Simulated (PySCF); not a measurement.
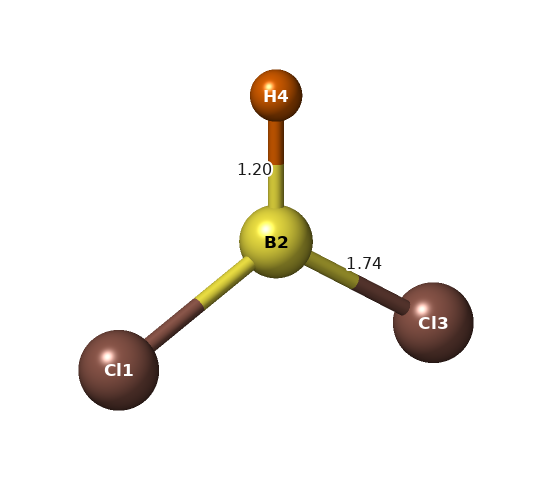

The numbers beside the sticks are distances in Å. Sticks don't show bond order. Computed geometry: PBE0-D3(BJ)/def2-SVP optimisation. No frequency run is at hand to confirm it as a minimum.

Assign a bond order to each marked bond.

B2–Cl3 single; B2–H4 single.

Write the SMILES.

ClBCl
